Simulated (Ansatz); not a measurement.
## TaAgO3 (R3c): band gap by G0W0 on HSE06

Wanted: the gap of TaAgO3 (R3c) with a many-body correction, and the time that it takes.

Calculated with Ansatz 0.2.0; HSE06, then G0W0 on it, plane waves, PAW.

**The experiments to reproduce.**

- Gap 3.36 eV: indirect optical gap from Kubelka-Munk plot; UV-Vis diffuse reflectance; powder (pristine, solid-state reaction at 900 C) (“Fabrication of ILs-Assisted AgTaO3 Nanoparticles for the Water Splitting Reaction: The Effect of ILs on Morphology and Photoactivity”, 2020, pmc:7559565).

In doubt: masses and optical values from hybrid runs of this build are listed as unsure (step 3), which bears on the screening that GW takes from such a start; one-shot GW on d or f shells is unsure (step 3), so the values of those runs are not to be relied on.

### 1. The structure

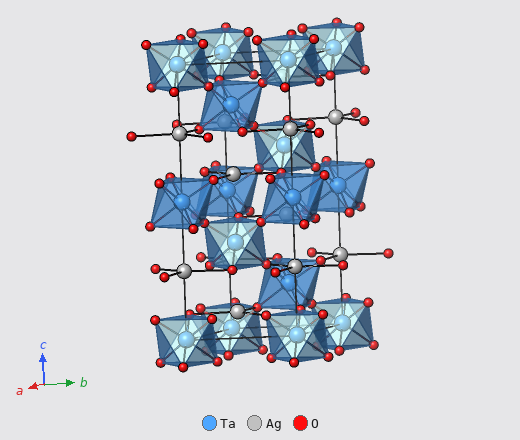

The starting structure, seen slightly off an axis (tantalum blue, silver light grey, oxygen red). This picture shows the conventional cell, with its axes. Some periodic images of atoms are drawn too.

Geometry: measured cell, ions relaxed with LDA. The runs that relaxed it are not among those shown. Spin-orbit coupling is left out unless a step names it.

The logs state that the PAW files were generated under PBE.

### 2. The starting point: HSE06

HSE06 mixes in a quarter of exact exchange at short range.

This step: DFT, HSE06, plane waves, PAW; PAW set soft_1.

Contents of input.yaml:

```yaml
crystal:
  lattice:
    - [2.76405, 1.5958250116, 4.5719666667]
    - [-2.76405, 1.5958250116, 4.5719666667]
    - [0.0, -3.1916500231, 4.5719666667]
  atoms:
    - { symbol: Ta, position: [-0.0026386703, -0.0026386703, -0.0026386703] }
    - { symbol: Ta, position: [0.4973613297, 0.4973613297, 0.4973613297] }
    - { symbol: Ag, position: [0.2490011846, 0.2490011846, 0.2490011846] }
    - { symbol: Ag, position: [0.7490011846, 0.7490011846, 0.7490011846] }
    - { symbol: O, position: [0.8177770222, 0.6856263343, 0.2524341291] }
    - { symbol: O, position: [0.2524341291, 0.8177770222, 0.6856263343] }
    - { symbol: O, position: [0.6856263343, 0.2524341291, 0.8177770222] }
    - { symbol: O, position: [0.7524341291, 0.1856263343, 0.3177770222] }
    - { symbol: O, position: [0.1856263343, 0.3177770222, 0.7524341291] }
    - { symbol: O, position: [0.3177770222, 0.7524341291, 0.1856263343] }
kpoints:
  mp_grid: { grid: [4, 4, 4] }
  band_path:
    path:
      - [0.0, 0.0, 0.0]
      - [-0.5, -0.5, -0.5]
      - [-0.24788857, -0.75211143, -0.5]
      - [0.24788857, -0.5, -0.24788857]
      - [0.0, -0.5, 0.0]
      - [0.37394429, -0.37394429, 0.0]
      - [0.0, -0.62605571, -0.37394429]
      - [0.0, -0.5, -0.5]
      - [0.1666666667, 0.1666666667, -0.3333333333]
    npoints: 1
hamiltonian:
  xc: hse06
  pseudopotentials: { kind: paw, azcp: { folder: soft_1 } }
scf:
  occupations: { method: fixed }
  n_extra_bands: 7
output:
  eigenvalues: true
```

Command:

```
ansatz run input.yaml --threads 24 --pin off --max-ram 110592MiB --backend cuda --events-out ev --progress --plain --runs-dir out --devices 1 --max-vram 157GiB
```

Numbers of over 12 decimals in the logs are rounded to 6 here.

What it wrote:

```text
scf.n_extra_bands = 7 over 50 filled bands (N_el = 100.0): the run solves 57 bands
GPUs: using 1 of 1 available (devices: 1).
Engine: ansatz 0.2.0, aarch64-unknown-linux-gnu
Pseudopotentials: kind: paw
Pseudopotential: Ta, paw, valence charge 13, recommended cutoff 420 eV (normal), soft_1/Ta.paw.azcp
Pseudopotential: Ag, paw, valence charge 19, recommended cutoff 420 eV (normal), soft_1/Ag.paw.azcp
Pseudopotential: O, paw, valence charge 6, recommended cutoff 420 eV (normal), soft_1/O.paw.azcp
Functional definition: HSE06
  parameter a = 0.25
  parameter omega = 0.11/bohr
  exchange = pbe_x - a*pbe_x_sr(omega) + a*exact_x_sr(omega)
  correlation = pbe_c
davidson cushion auto → on  (no smearing: the cushion is to keep the highest requested band from converging to the state above it; pin scf.eigensolver.cushion to override)
[...]
Crystal: 10 atoms, lattice volume = 121.000 Å³
Basis set: ecut = 420 eV, 2361 PW (Γ)
Bands: 57, of which v1, the nominal top of the filled ones, is band 50 counted from 1 (49 counted from 0)
Symmetry: 6 space group operations
Space group: R3c (ITA 161), of the structure as read, at distance tolerance 4.9e-5 Å
k-points: 13 of 64 (time reversal used)
Non-local potential: Ta, projectors of the file, l = 0: 3, l = 1: 2, l = 2: 2, l = 3: 1
Non-local potential: Ag, projectors of the file, l = 0: 3, l = 1: 2, l = 2: 2, l = 3: 1
Non-local potential: O, projectors of the file, l = 0: 2, l = 1: 2, l = 2: 1
PAW form: soft (Blöchl's): semilocal exchange-correlation on the pseudo side does not see the compensation charge
PAW frozen core: Ta, regenerated for the run's functional, and the local potential with it (the file was generated under x = pbe(κ = 0.804, μ = 0.219515), c = pbe(β = 0.066725))
PAW frozen core: Ag, regenerated for the run's functional, and the local potential with it (the file was generated under x = pbe(κ = 0.804, μ = 0.219515), c = pbe(β = 0.066725))
PAW frozen core: O, regenerated for the run's functional, and the local potential with it (the file was generated under x = pbe(κ = 0.804, μ = 0.219515), c = pbe(β = 0.066725))
PAW one-centre angular grid: Ta, 590 points (default); XC on 64 Gauss nodes
PAW one-centre angular grid: Ag, 590 points (default); XC on 96 Gauss nodes
PAW one-centre angular grid: O, 110 points (default); XC on 96 Gauss nodes
Initial density: superposition of atomic densities (chi_scale 0.1, normalization cell, long waves kept (reshape's long-wave potential 0.00 eV rms))
Initial wavefunctions: pseudopotential atomic-orbital guess
[...]
Functional: x = pbe(κ = 0.804, μ = 0.219515), c = pbe(β = 0.066725), warm-up for x = pbe(κ = 0.804, μ = 0.219515) + 0.25 (exact − pbe) at short range (hse, ω = 0.207870 Å⁻¹), c = pbe(β = 0.066725); HSE06 as pw.x's `hse` composes it (authors' and Libxc's form: `xc: wpbeh`)
SCF iter   1: F=—  HF=-38458.294217 eV  |F-HF|=—  |Δ(HF+E_count)|=         —  Δρ=7.01e-2  dr2=5.41e0  ethr=1.00e-1  ⟨swp⟩=3.5  Hψ=2110  notcnv=0
preconditioner: auto → none  [insulator: Δε(μ)=2.660 eV  Ē_g=10.096 eV  n_scr=32 (ndim 8)  ℏωp=27.8 eV  f_vac=0.000]
SCF iter   2: F=—  HF=-38457.605872 eV  |F-HF|=—  |Δ(HF+E_count)|=   6.88e-1  Δρ=4.49e-2  dr2=1.58e0  ethr=5.41e-3  ⟨swp⟩=4.2  Hψ=2154  notcnv=0
[...]
SCF iter   6: F=-38457.332081 eV  HF=-38457.332069 eV  |F-HF|=1.21e-5  |Δ(HF+E_count)|=   5.97e-6  Δρ=6.02e-4  dr2=1.65e-4  ethr=1.39e-6  ⟨swp⟩=3.0  Hψ=1791  notcnv=0
SCF 1 stopped early in 6 iterations: F = -38457.332081 eV  dr2 = 1.65e-4
  greatest PAW one-centre occupation: 1.001 electrons in one spin orbital (limit 2), on the Ag atom at site 3 (counted from 0), in its partial waves of l = 0
[...]
Exchange kernel: α = 0.2500, screened, ω = 0.2079 Å⁻¹, Wigner–Seitz truncation, v(0) = 1046.0707 eV·Å³, q-mesh 4×4×4, nearest image of the exchange supercell L = 22.11 Å, pair-density grid 24×24×24, without the augmentation charges, whose exchange is taken in its separable form by FFT convolution over the k-point mesh (sized by the pseudopotential files, 32×32×32 at the most), smooth part of the exact exchange by density-matrix convolution in up to 3.72 GiB of GPU memory as planned if the GPU has room (build and FFT work areas not counted)
Frozen-core exchange: fock
SCF iter   1: F=—  HF=-38464.147251 eV  |F-HF|=—  |Δ(HF+E_count)|=         —  Δρ=1.50e-2  dr2=4.09e-1  ethr=1.65e-6  ⟨swp⟩=6.3  Hψ=3705  notcnv=0
preconditioner: auto → none  [insulator: Δε(μ)=3.930 eV  Ē_g=11.623 eV  n_scr=32 (ndim 8)  ℏωp=27.8 eV  f_vac=0.000]
SCF iter   2: F=—  HF=-38464.023564 eV  |F-HF|=—  |Δ(HF+E_count)|=   1.24e-1  Δρ=5.12e-3  dr2=2.18e-2  ethr=1.65e-6  ⟨swp⟩=5.2  Hψ=3117  notcnv=0
[...]
SCF iter   6: F=-38464.070099 eV  HF=-38464.070136 eV  |F-HF|=3.63e-5  |Δ(HF+E_count)|=   2.48e-4  Δρ=1.88e-4  dr2=5.39e-5  ethr=2.32e-7  ⟨swp⟩=4.0  Hψ=2296  notcnv=0
SCF 2 stopped early in 6 iterations: F = -38464.070099 eV  dr2 = 5.39e-5
  greatest PAW one-centre occupation: 1.003 electrons in one spin orbital (limit 2), on the Ag atom at site 3 (counted from 0), in its partial waves of l = 0
hybrid outer 1: dexx = +5.899e-2 eV, tail = 2.38e-4 eV
[...]
Exchange kernel: α = 0.2500, screened, ω = 0.2079 Å⁻¹, Wigner–Seitz truncation, v(0) = 1046.0707 eV·Å³, q-mesh 4×4×4, nearest image of the exchange supercell L = 22.11 Å, pair-density grid 24×24×24, without the augmentation charges, whose exchange is taken in its separable form by FFT convolution over the k-point mesh (sized by the pseudopotential files, 32×32×32 at the most), smooth part of the exact exchange by density-matrix convolution in up to 3.72 GiB of GPU memory as planned if the GPU has room (build and FFT work areas not counted)
Frozen-core exchange: fock
SCF iter   1: F=—  HF=-38464.069865 eV  |F-HF|=—  |Δ(HF+E_count)|=         —  Δρ=9.01e-5  dr2=8.70e-6  ethr=1.19e-6  ⟨swp⟩=3.2  Hψ=1745  notcnv=0
[...]
SCF iter   2: F=—  HF=-38464.069863 eV  |F-HF|=—  |Δ(HF+E_count)|=   1.78e-6  Δρ=4.19e-5  dr2=1.33e-6  ethr=6.08e-9  ⟨swp⟩=3.8  Hψ=2161  notcnv=0
SCF iter   3: F=—  HF=-38464.069867 eV  |F-HF|=—  |Δ(HF+E_count)|=   3.85e-6  Δρ=3.72e-5  dr2=1.45e-6  ethr=7.85e-10  ⟨swp⟩=5.2  Hψ=2266  notcnv=0  defer=1
iter 4 solved again at ethr=1.68e-12 eV; its pass at ethr=7.85e-10 eV (dr2=1.68e-9 eV) is discarded
SCF iter   4: F=-38464.069867 eV  HF=-38464.069867 eV  |F-HF|=1.16e-9  |Δ(HF+E_count)|=   4.04e-7  Δρ=1.38e-6  dr2=3.69e-9  ethr=2.89e-12 (applied; sched 1.68e-12)  ⟨swp⟩=3.1  Hψ=4145  notcnv=0
SCF 3 converged in 4 iterations: F = -38464.069867 eV  dr2 = 3.69e-9
hybrid outer 2: dexx = +4.647e-6 eV, tail = 8.87e-8 eV, Δε = 5.20e-3 eV (about 1.15e-4 eV left of the loop's levels)
[...]
NSCF: frozen V_eff on 9 k-points
hybrid SCF converged: 2 outer / 10 inner (+6 warm-up), last move |dexx| = 4.65e-6 eV, tail = 8.87e-8 eV
Stability not checked: this state was not tested for a lower state beside it, because the functional holds exact exchange (a hybrid, or Hartree-Fock), whose exchange loop this test does not read (fock_operator; see scf.lower_state_search)
Free energy (F): -38464.069867 eV
Frozen-core exchange: fock
Harris-Foulkes:  -38464.069867 eV  (|F-HF|=1.16e-9)
Internal energy: -38464.069867 eV  (E = F + TS)
E sigma→0 (E₀):  -38464.069867 eV
Fermi energy:    10.422689 eV
--- Per-component energies (eV) ---
  E_band       = -1094.101648
  E_kinetic    = 2727.063260
  E_local      = -7886.310504  (includes V_loc(G=0)·N_el)
  E_nonlocal   = 364.125156
  E_hartree    = 3412.123452
  E_xc         = -1101.402289
  E_vxc        = -1117.160825  (∫ρ·V_xc dr)
  E_exx        = -349.244121  (= α·E_x^exact, valence–valence)
  E_paw        = -25443.771710  (= ΣΔE_a)
  E_vpaw       = -1307.587728  (= ΣTr[D̂ρ^β])
  E_aug_tail   = 0.005617  (compensation charges beyond the density's cutoff)
  E_ewald      = -10178.633917
  E_core_change = -8.024813  (= ΣΔE_core)
  E_smearing   = -0.000000  (= −TS)
  E_closure    = -0.000000  (closes the sum)
  Σ components = -38464.069867   (vs F -38464.069867, Δ=0.00e0)
--- Band table (eV; the first three rows and the last of 13) ---
  k-point 0: bands = [... 46 lower, 9.6814, 9.8629, 10.3402, 10.3402, 14.0147, 14.0406, 14.0406, 14.5916, ... 3 higher]
  k-point 1: bands = [... 46 lower, 9.7153, 10.1425, 10.2177, 10.3683, 14.5085, 14.6198, 14.7314, 15.7215, ... 3 higher]
  k-point 2: bands = [... 46 lower, 10.0936, 10.0936, 10.3744, 10.3744, 15.5551, 15.5551, 15.9946, 15.9946, ... 3 higher]
  k-point 12: bands = [... 46 lower, 10.1366, 10.1366, 10.1366, 10.1366, 15.4900, 15.4900, 16.2403, 16.2403, ... 3 higher]
```

Run time: 7.2 s. Hardware: 1 × NVIDIA GB200 with 24 threads of Arm Neoverse V2, shared host; peak memory 1.6 GiB; 72 s of CPU time.

Numbers from this step:

```
gap                     : 3.422 eV
valence top at          : k = (0.167, 0.167, -0.333)
conduction bottom at    : F
least direct gap        : 3.532 eV
exact-exchange fraction : 0.25
```

Over mesh and listed points the gap is 3.422 eV, from k = (0.167, 0.167, -0.333) to k = (0.000, -0.500, -0.500). The least direct gap found is 3.532 eV, at k = (0.000, -0.500, -0.500). On the 4×4×4 mesh alone the same run gives 3.443 eV, so that mesh misses an edge of HSE06: 3.443 − 3.422 = +0.021 eV.

### 3. The quasiparticle correction

G0W0 replaces the xc potential by a self-energy built once from the orbitals of the start. Levels are corrected in the window of bands that the input names, at points of the mesh.

This step: G0W0 on HSE06, plane waves, PAW; PAW set soft_1.

input.yaml, the sections that differ from step 2:

```yaml
kpoints:
  mp_grid: { grid: [4, 4, 4] }
scf:
  occupations: { method: fixed }
gw:
  n_empty_bands: 258
  ecut_chi: 96
  qp_bands: [v3, c3]
  qp_kpoints: band_edges
  screening: { model: contour_deformation }
# crystal, hamiltonian: as in step 2
# output: removed
```

What it wrote:

```text
GPUs: using 1 of 1 available (devices: 1).
[...]
Crystal: 10 atoms, lattice volume = 121.000 Å³
Basis set: ecut = 420 eV, 2361 PW (Γ)
Bands: 60, of which v1, the nominal top of the filled ones, is band 50 counted from 1 (49 counted from 0)
Symmetry: 6 space group operations
[...]
k-points: 13 of 64 (time reversal used)
[...]
SCF iter   1: F=—  HF=-38458.307311 eV  |F-HF|=—  |Δ(HF+E_count)|=         —  Δρ=7.01e-2  dr2=5.41e0  ethr=1.00e-1  ⟨swp⟩=4.5  Hψ=2226  notcnv=0
[...]
SCF iter   2: F=—  HF=-38457.604354 eV  |F-HF|=—  |Δ(HF+E_count)|=   7.03e-1  Δρ=4.47e-2  dr2=1.57e0  ethr=5.41e-3  ⟨swp⟩=3.5  Hψ=2231  notcnv=0
[...]
SCF iter   6: F=-38457.332086 eV  HF=-38457.332068 eV  |F-HF|=1.77e-5  |Δ(HF+E_count)|=   4.96e-7  Δρ=5.86e-4  dr2=1.51e-4  ethr=1.39e-6  ⟨swp⟩=3.0  Hψ=1857  notcnv=0
SCF 1 stopped early in 6 iterations: F = -38457.332086 eV  dr2 = 1.51e-4
[...]
hybrid outer 1: dexx = +5.350e-2 eV, tail = 1.49e-4 eV
[...]
SCF 3 converged in 4 iterations: F = -38464.069867 eV  dr2 = 3.09e-9
[...]
3    51     13.9567   -13.1316    -4.3618   -18.0372  0.8242    14.5032    14.5006  root
     3    52     15.1598   -14.0982    -4.3131   -19.0384  0.8112    15.7908    15.7868  root
     3    53     15.2664   -14.1713    -4.3131   -19.1274  0.8088    15.9138    15.9094  root
     4    48     10.1061   -31.5881     4.5383   -27.2306  0.7860    10.2864    10.2868  root
     4    49     10.1820   -31.1153     4.5064   -26.8214  0.7856    10.3939    10.3944  root
     4    50     10.3237   -31.8448     4.5384   -27.5070  0.7877    10.5240    10.5244  root
     4    51     14.5647   -13.3309    -4.3740   -18.2882  0.8177    15.1512    15.1480  root
     4    52     15.7390   -13.7346    -4.4902   -18.8498  0.8067    16.3685    16.3640  root
     4    53     16.0765   -14.2137    -4.5579   -19.4287  0.7997    16.7391    16.7337  root
     5    48     10.0880   -31.5088     4.5231   -27.1523  0.7865    10.2543    10.2546  root
     5    49     10.1033   -30.8788     4.5399   -26.5564  0.7839    10.3203    10.3209  root
     5    50     10.3492   -31.4232     4.5252   -27.1265  0.7865    10.5771    10.5777  root
     5    51     15.1179   -13.8306    -4.3675   -18.8235  0.8109    15.7473    15.7433  root
     5    52     15.2343   -14.2053    -4.3239   -19.1751  0.8089    15.8846    15.8802  root
     5    53     15.7351   -12.9929    -4.5444   -18.0992  0.8114    16.3006    16.2971  root
     6    48     10.2002   -31.2679     4.5125   -26.9689  0.7858    10.4132    10.4137  root
     6    49     10.3228   -32.3312     4.5413   -27.9600  0.7890    10.4926    10.4929  root
     6    50     10.3334   -31.9537     4.5213   -27.6277  0.7883    10.5282    10.5287  root
     6    51     13.8655   -12.7135    -4.4127   -17.6619  0.8251    14.4037    14.4012  root
     6    52     15.7923   -14.3690    -4.4267   -19.4809  0.8034    16.4830    16.4775  root
     6    53     16.1873   -14.7048    -4.4820   -19.8952  0.7950    16.9023    16.8957  root
     7    48     10.0535   -30.0715     4.4867   -25.8181  0.7834    10.2862    10.2868  root
     7    49     10.3345   -30.2298     4.5370   -26.0053  0.7822    10.6458    10.6469  root
     7    50     10.3345   -30.2298     4.5370   -26.0053  0.7822    10.6458    10.6469  root
     7    51     14.3598   -12.0493    -4.3540   -16.8853  0.8265    14.8439    14.8418  root
     7    52     14.7998   -14.0305    -4.3366   -18.9805  0.8141    15.4170    15.4133  root
     7    53     14.7998   -14.0305    -4.3366   -18.9805  0.8141    15.4170    15.4133  root
     8    48     10.0900   -31.1160     4.5361   -26.7847  0.7848    10.2943    10.2948  root
     8    49     10.1690   -30.7051     4.5483   -26.4084  0.7833    10.4199    10.4207  root
     8    50     10.2861   -31.5481     4.5475   -27.2180  0.7865    10.5029    10.5035  root
     8    51     15.1734   -14.1960    -4.2822   -19.1252  0.8091    15.8248    15.8204  root
     8    52     15.2164   -13.9441    -4.4096   -18.9870  0.8094    15.8539    15.8497  root
     8    53     15.7622   -12.3556    -4.5185   -17.4035  0.8148    16.2946    16.2916  root
     9    48      9.9604   -31.4808     4.5994   -27.0624  0.7845    10.1410    10.1414  root
     9    49     10.2373   -31.6093     4.4987   -27.3075  0.7871    10.4337    10.4342  root
     9    50     10.4227   -32.2495     4.5405   -27.9071  0.7888    10.6203    10.6207  root
     9    51     14.6140   -13.3619    -4.3870   -18.3357  0.8168    15.2041    15.2008  root
     9    52     15.7779   -13.9156    -4.5148   -19.0690  0.8052    16.4212    16.4164  root
     9    53     15.9895   -14.1019    -4.4860   -19.2399  0.8017    16.6467    16.6415  root
    10    48     10.0247   -31.7918     4.5735   -27.3710  0.7863    10.1772    10.1775  root
[...]
11    48      9.9946   -32.4788     4.5439   -28.0521  0.7883    10.1116    10.1118  root
    11    49     10.2175   -31.7899     4.5284   -27.4479  0.7871    10.4035    10.4039  root
    11    50     10.2175   -31.7899     4.5284   -27.4479  0.7871    10.4035    10.4039  root
    11    51     15.1295   -13.9391    -4.3470   -18.9284  0.8096    15.7761    15.7718  root
    11    52     15.1295   -13.9391    -4.3470   -18.9284  0.8096    15.7761    15.7718  root
    11    53     16.2412   -14.6009    -4.5755   -19.8712  0.7966    16.9424    16.9360  root
    12    48     10.1366   -31.3384     4.5723   -26.9892  0.7848    10.3591    10.3597  root
    12    49     10.1366   -31.3384     4.5723   -26.9892  0.7848    10.3591    10.3597  root
    12    50     10.1366   -31.3384     4.5723   -26.9892  0.7848    10.3591    10.3597  root
    12    51     15.4900   -11.8913    -4.6636   -17.0349  0.8176    15.9724    15.9699  root
    12    52     15.4900   -11.8913    -4.6636   -17.0349  0.8176    15.9724    15.9699  root
    12    53     16.2404   -14.5236    -4.6680   -19.8527  0.7958    16.9074    16.9014  root
```

It took 18 s on 1 × NVIDIA GB200 with 24 threads; peak memory 2 GiB.

This step gave:

| Quantity | Value |
| --- | --- |
| bands summed | 308 |
| RPA ε∞ on this mesh (eigenvalues) | 4.661, 4.759, 4.759 |
| plane waves in the screening matrix | 259 |
| q-points in the mesh | 64 |
| G0W0 gap over the corrected points | 3.705 eV |
| k of the valence top | 0, 0, 0 |
| k of the conduction bottom | 0, -0.5, -0.5 |
| starting gap on the mesh | 3.443 eV |
| Z at the valence top | 0.7797 |
| Z at the conduction bottom | 0.8251 |
| least direct G0W0 gap over the corrected points | 3.852 eV |

Over all 13 irreducible mesh points the G0W0 gap is 3.705 eV, from k = Γ to k = (0.000, -0.500, -0.500). The HSE06 gap of this run on the mesh is 3.443 eV. Other states bound it: the two that bound the G0W0 gap lie 3.525 eV apart in HSE06, so state for state the correction is 3.705 − 3.525 = +0.180 eV, while gap against gap it is 3.705 − 3.443 = +0.262 eV.

(Part 1 of 2 ends here.)

[Paths, hosts, dates, memory and timing lines, banners, echoed tables and standing remarks are left out of the program output.]

[Logs are printed without paths, hosts, clocks, repeated set-up lines and the standing remarks that a program may print on its own settings, such as how far it seeks lower states.]

[Runs of the session that timed out or met a known fault of the program may be left out.]

[Cells called generated may have been cut or substituted from an entry of the Crystallography Open Database or the Materials Project.]

[Hosts, paths, dates, database ids (printed as entryN), source tags and the programs' standing remarks are cut or masked in the printed files.]

[Where an RPA ε∞ is given, it is that of the G0W0 mesh and is not shown converged in it. Names of k-points follow the symmetry that the program found, which can be lower than the space group named. Band edges on a path are those of the sampled points; other points can move an edge, and change direct to indirect where valleys lie close.]

[Hybrid gaps are those of their k-mesh and are not shown converged in it.]
